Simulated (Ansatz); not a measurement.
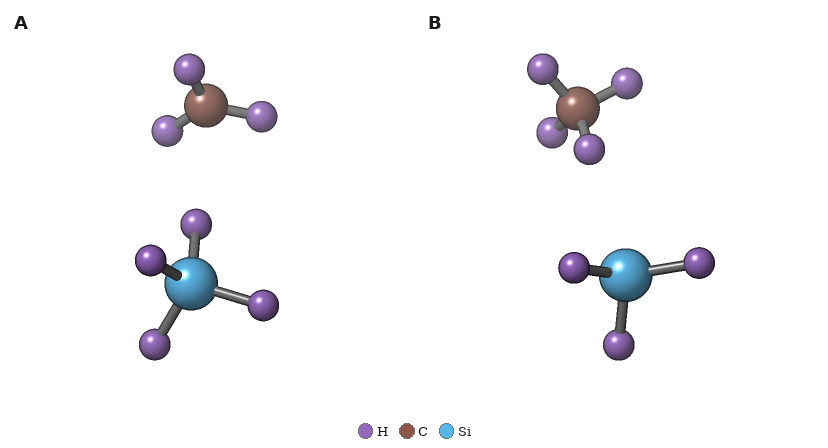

2 stationary structures of one formula. Charge 0, doublet. Geometries: PBE0-D4/def2-TZVP. Electronic energies: CCSD(T)/CBS (MP2 limit from def2-TZVPP and def2-QZVPP plus CCSD(T) − MP2) (Ansatz 0.2.0), without zero-point energy. No frequency run is at hand to confirm each as a minimum. Each is one conformer, not always the lowest.

**Which is lowest in energy, and by how much?**

B is lowest; A lies 65.5 kJ/mol above it.
